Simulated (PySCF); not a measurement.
```xyz
19
charge 0, multiplicity 1
C    -3.3150   -1.0438    0.3653
C    -2.5484    0.0345    0.1855
C    -2.7945    1.4916    0.0732
C    -1.4697    1.7629   -0.0942
C    -1.0883    0.3446    0.0035
C     0.0724   -0.3272   -0.0559
C     0.2090   -1.8071    0.0654
O     1.2113    0.3854   -0.2726
Si    2.8139   -0.0189   -0.0088
H    -4.3980   -0.9421    0.4688
H    -2.8994   -2.0521    0.4144
H    -3.6995    2.0993    0.1106
H    -0.8912    2.6749   -0.2458
H     0.6304   -2.2407   -0.8570
H    -0.7611   -2.2797    0.2560
H     0.8853   -2.0777    0.8954
H     3.5887    1.1805   -0.4199
H     3.2214   -1.1977   -0.8308
H     3.0604   -0.3256    1.4331
```

Work out the structure from the coordinates.

Formula C7H10OSi. SMILES: `C=C1C=C/C1=C(/C)O[SiH3]`. Independent rings (smallest set): 1 of 4 members. Among its groups: alkene, Si–H bond, Si–O bond. This geometry has C1 symmetry. Coordination, clear cases only: 2 C trigonal planar; 1 C tetrahedral; 1 O bent; 1 Si tetrahedral.

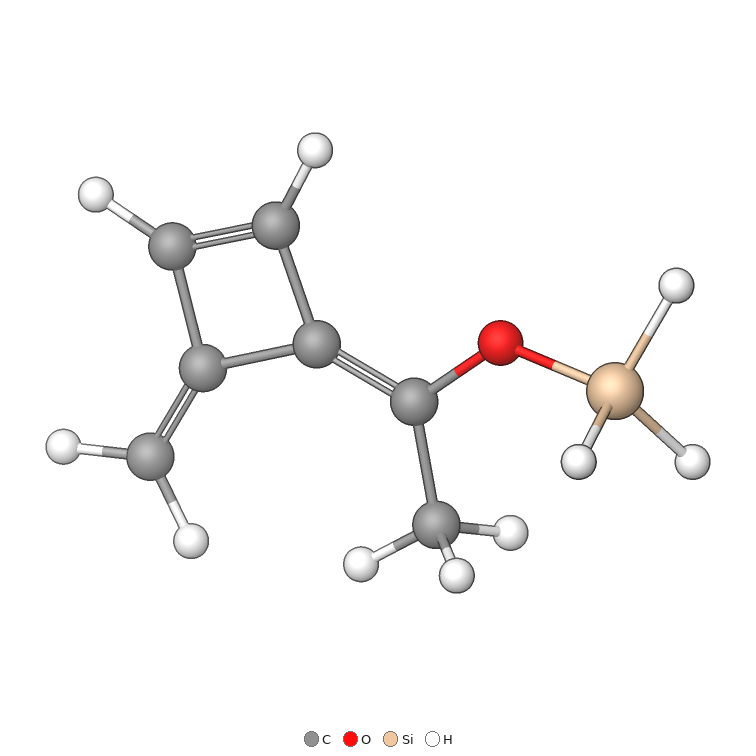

The picture comes from a calculation with PySCF.
